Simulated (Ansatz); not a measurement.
# Zr, response to strain

Base system: Zr in the hcp (Mg type) structure (space group P6_3/mmc, No. 194; a = 3.2304 Å, c = 5.1788 Å; relaxed with 0.1 eV smearing). Axes: x lies along a and z along c of the hexagonal cell.

Strains are applied to the cell and any free atomic positions relax; under biaxial strain the out-of-plane vector relaxes too.

All numbers come from PBE/PAW in Ansatz (a program for electronic structure), spin-orbit coupling left out.

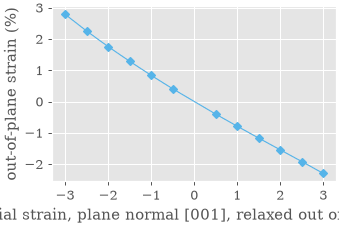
*Out-of-plane strain against biaxial strain, plane normal [001], relaxed out of plane*

| biaxial strain, plane normal [001], relaxed out of plane (%) | out-of-plane strain |
|---|---|
| -3 | +2.79 % |
| -2.5 | +2.26 % |
| -2 | +1.76 % |
| -1.5 | +1.29 % |
| -1 | +0.84 % |
| -0.5 | +0.41 % |
| 0.5 | -0.40 % |
| 1 | -0.79 % |
| 1.5 | -1.17 % |
| 2 | -1.54 % |
| 2.5 | -1.91 % |
| 3 | -2.30 % |

No phonon test of stability was made. All final runs are without spin polarisation.
